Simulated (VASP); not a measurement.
Band structure of GaN (zinc blende). Method: PBEsol GGA, VASP's PBE PAW potentials (set 64) (plane waves; VASP).

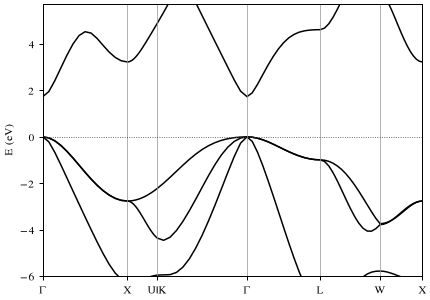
Fig. 1. Bands along high-symmetry lines, zero at the valence-band maximum or, without a gap, the Fermi level

Task: Read the plot: is there a gap, and where are the band edges?

Result: The gap is direct, 1.73 eV, from the valence maximum at Γ to the conduction minimum at Γ. (Edges off the drawn lines would not show.)

The compound is GaN in the zinc blende structure, a metastable form; wurtzite is the usual one. It was relaxed first.
